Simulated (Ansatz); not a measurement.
# C₂H₈Si (SMILES C=C.[SiH4]): a short trajectory

Aim: follow the atoms for 80 steps of 0.75 fs at constant energy, with velocities drawn for 1500 K.

Method: PBE-D4/def2-SVP; program: Ansatz 0.2.0, Gaussian basis.

## (1) The starting structure

The start, a pair relaxed at PBE0-D4: SMILES `C=C.[SiH4]`, 11 atoms, charge 0, spin multiplicity 1.

Atoms are counted from 1 here; the program's logs count them from 0.

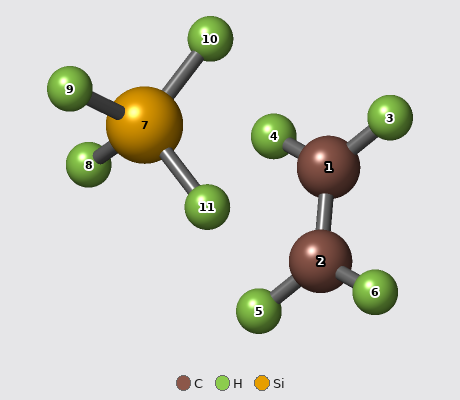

As it starts; carbon brown, hydrogen green, silicon amber; atoms are numbered from 1 in the order of the file.

Coordinates:

```
atom    x (Å)    y (Å)    z (Å)
  C1  -0.0013   0.6413  -1.6625
  C2  -0.0512  -0.6812  -1.6557
  H3   0.9341   1.1751  -1.7911
  H4  -0.8935   1.2456  -1.5383
  H5  -0.9862  -1.2154  -1.5256
  H6   0.8414  -1.2852  -1.7783
 Si7   0.0318   0.0238   1.9835
  H8  -1.3706  -0.0567   1.5044
  H9   0.0342   0.0435   3.4706
 H10   0.6661   1.2675   1.4806
 H11   0.7953  -1.1581   1.5124
```

## (2) Dynamics

md/in.yaml

```yaml
crystal:
  periodic: [false, false, false]
  atoms:
    - {symbol: C, position_ang: [-0.001314, 0.641304, -1.662506]}
    - {symbol: C, position_ang: [-0.051176, -0.681206, -1.655708]}
    - {symbol: H, position_ang: [0.934117, 1.175082, -1.791055]}
    - {symbol: H, position_ang: [-0.893504, 1.245602, -1.538303]}
    - {symbol: H, position_ang: [-0.986217, -1.215448, -1.525604]}
    - {symbol: H, position_ang: [0.841369, -1.285194, -1.778284]}
    - {symbol: Si, position_ang: [0.031774, 0.023781, 1.983507]}
    - {symbol: H, position_ang: [-1.370623, -0.056676, 1.504430]}
    - {symbol: H, position_ang: [0.034153, 0.043544, 3.470610]}
    - {symbol: H, position_ang: [0.666105, 1.267537, 1.480642]}
    - {symbol: H, position_ang: [0.795317, -1.158126, 1.512372]}
basis:
  gaussian: {orbitals: def2-SVP}
hamiltonian: {xc: pbe, dispersion: d4}
md: {n_steps: 80, timestep: 0.75, temperature: 1500, ensemble: nve, seed: 478, initial_velocities: maxwell_boltzmann}
```

The run is started by

```
> ansatz run in.yaml --threads 4 --pin off --events-out ev --progress --plain --max-ram 9574MiB
```

What it wrote, shortened:

```text
Functional definition: PBE
  name "PBE"
  cite "Perdew, Burke & Ernzerhof, Phys. Rev. Lett. 77, 3865 (1996) doi:10.1103/PhysRevLett.77.3865"
  parent pbe
[...]
976 factors; their error is unknown
[...]
mean field -10068.97582931 eV, -370.0280367301 hartree, gradient 5.4e-5 eV, S^2 0.000000; 0 other end points of the search recorded, 0 dependent functions left out
[...]
reference -10068.97586545 eV, -370.0280380583 hartree; 17, 17 occupied and 69, 69 virtual orbitals, 976 factors
md step     0: t =     0.00 fs  T =  1500.0 K  F+E_penalty+E_count = -10069.12577066 eV  E_kin = 1.745010 eV  conserved = -10067.38076068 eV  (24 SCF iters)
[...]
md step    20: t =    15.00 fs  T =  1159.7 K  F+E_penalty+E_count = -10068.72570696 eV  E_kin = 1.349182 eV  conserved = -10067.37652449 eV  (27 SCF iters, 3 dispersion substeps)
[...]
md step    40: t =    30.00 fs  T =   765.0 K  F+E_penalty+E_count = -10068.26182613 eV  E_kin = 0.889920 eV  conserved = -10067.37190607 eV  (28 SCF iters, 3 dispersion substeps)
[...]
md step    60: t =    45.00 fs  T =   854.3 K  F+E_penalty+E_count = -10068.36324188 eV  E_kin = 0.993825 eV  conserved = -10067.36941694 eV  (29 SCF iters, 3 dispersion substeps)
[...]
md step    79: t =    59.25 fs  T =   992.1 K  F+E_penalty+E_count = -10068.52412444 eV  E_kin = 1.154178 eV  conserved = -10067.36994623 eV  (28 SCF iters, 3 dispersion substeps)
[...]
md step    80: t =    60.00 fs  T =   996.0 K  F+E_penalty+E_count = -10068.52815640 eV  E_kin = 1.158700 eV  conserved = -10067.36945679 eV  (26 SCF iters, 3 dispersion substeps)
Total energy: -10068.52819250 eV, -370.0115863807 hartree
Atom 0 at    -0.017632     0.230004    -1.336528 Å, force    -0.153170     1.406643    -0.337525 eV/Å
Atom 1 at     0.032492    -0.615169    -2.364286 Å, force    -0.086904    -3.191039     1.163338 eV/Å
Atom 2 at     0.054688     1.341530    -1.475401 Å, force     0.048720    -0.567400     0.075948 eV/Å
Atom 3 at    -0.190178    -0.103464    -0.310554 Å, force    -0.042532    -0.189608     0.049738 eV/Å
Atom 4 at    -0.065315    -1.785632    -2.076831 Å, force     0.195728     2.376947    -0.970332 eV/Å
Atom 5 at     0.221922    -0.355531    -3.407000 Å, force    -0.027615     0.141949    -0.289587 eV/Å
Atom 6 at    -0.004571     0.175423     2.153640 Å, force     1.395489     2.447594    -1.103465 eV/Å
Atom 7 at    -1.208604     1.080866     1.832906 Å, force     0.615007    -0.192086     0.032236 eV/Å
Atom 8 at     0.337947     0.306651     3.556361 Å, force     0.024063    -0.175729     1.049353 eV/Å
Atom 9 at     1.379715     0.523235     1.380088 Å, force    -1.413676     0.004356     0.672296 eV/Å
Atom 10 at    -0.299318    -1.102339     1.653900 Å, force    -0.555111    -2.061626    -0.342001 eV/Å
Dipole moment:    -0.040416    -0.022915     0.033275 e Å
```

It took 52 s on 4 threads of Arm Neoverse V1, shared host.

## (3) The trajectory

Every 5 steps:

```
time (fs)  T (K)  potential (meV)  potential + kinetic (meV)  Si7–H10 (Å)  Si7–H11 (Å)  Si7–H8 (Å)
     0.00   1500              0.0                        0.0        1.484        1.484       1.484
     3.75    883            731.9                       14.7        1.385        1.653       1.420
     7.50    993            598.7                        8.8        1.563        1.611       1.554
    11.25    880            732.2                       10.5        1.659        1.417       1.614
    15.00   1160            400.1                        4.2        1.521        1.436       1.490
    18.75    926            682.6                       15.0        1.388        1.619       1.401
    22.50   1083            492.9                        7.9        1.542        1.620       1.534
    26.25    757            874.0                        9.5        1.663        1.442       1.611
    30.00    765            863.9                        8.9        1.554        1.415       1.498
    33.75    636           1020.0                       14.8        1.379        1.602       1.391
    37.50    931            668.6                        6.5        1.492        1.647       1.514
    41.25    850            765.3                        8.5        1.653        1.481       1.611
    45.00    854            762.5                       11.3        1.581        1.396       1.522
    48.75    870            743.8                       10.6        1.386        1.568       1.410
    52.50    952            642.7                        5.2        1.470        1.646       1.512
    56.25    938            663.0                        9.6        1.658        1.516       1.617
    60.00    996            597.6                       11.3        1.623        1.403       1.540
```

Energies count from the start.

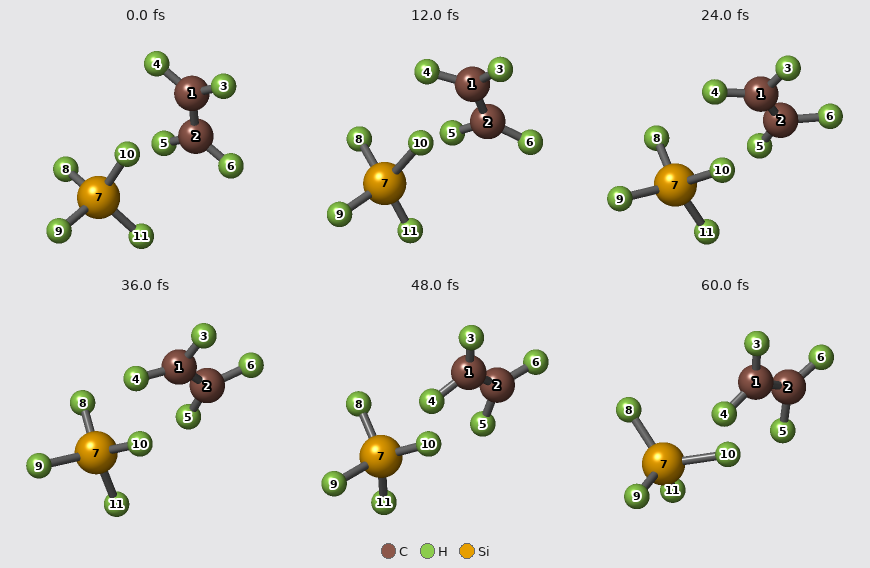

Six frames.

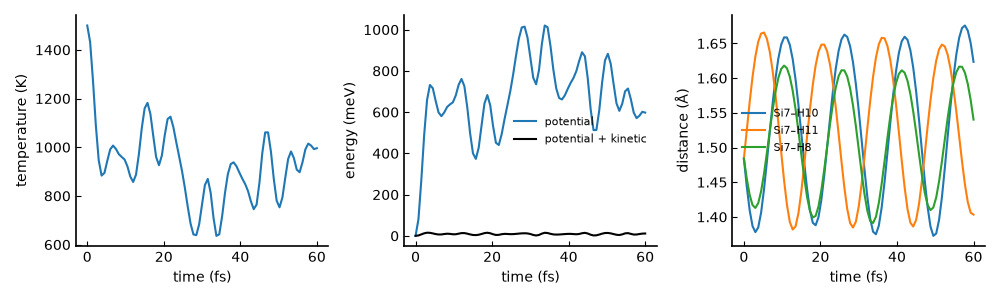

Temperature, energies and the distances followed.

Positions (Å) and forces (eV/Å) at 24.00 fs:

```xyz
11

C    -0.032    0.495   -1.371   -1.016    1.777    0.966
C    -0.036   -0.694   -1.926    3.013   -0.288   -2.969
H     0.607    1.301   -1.744    0.281    0.140   -0.087
H    -0.747    0.806   -0.572    0.381   -0.243   -0.445
H    -0.600   -1.552   -1.685   -1.165   -1.235    0.613
H     0.748   -0.841   -2.798   -1.370   -0.054    1.408
Si    0.032    0.090    1.985    0.380    0.142   -0.742
H    -1.247    0.333    1.079    1.098   -0.018    0.775
H    -0.489    0.417    3.375    0.332   -0.379   -0.073
H     1.375    0.949    1.732   -1.462   -0.469    0.048
H     0.535   -1.348    1.657   -0.471    0.628    0.506
```

Positions (Å) and forces (eV/Å) at 60.00 fs:

```xyz
11

C    -0.018    0.230   -1.337   -0.153    1.407   -0.338
C     0.032   -0.615   -2.364   -0.087   -3.191    1.163
H     0.055    1.342   -1.475    0.049   -0.567    0.076
H    -0.190   -0.103   -0.311   -0.043   -0.190    0.050
H    -0.065   -1.786   -2.077    0.196    2.377   -0.970
H     0.222   -0.356   -3.407   -0.028    0.142   -0.290
Si   -0.005    0.175    2.154    1.395    2.448   -1.103
H    -1.209    1.081    1.833    0.615   -0.192    0.032
H     0.338    0.307    3.556    0.024   -0.176    1.049
H     1.380    0.523    1.380   -1.414    0.004    0.672
H    -0.299   -1.102    1.654   -0.555   -2.062   -0.342
```

## (4) Summary of results

| quantity | value |
| --- | --- |
| length | 80 steps, 60.0 fs |
| temperature at the start | 1500 K |
| mean temperature, second half | 875 K |
| lowest and highest potential energy, from the first frame | 0 and 1020 meV |
| largest change of potential + kinetic | 15.2 meV |

In words: With no thermostat the total energy should stay fixed; it holds within 15.2 meV, small beside the kinetic energy, so the time step serves. The instant temperature ranges from 636 to 1500 K, as energy passes between motion and strain. The molecule keeps its bonds.
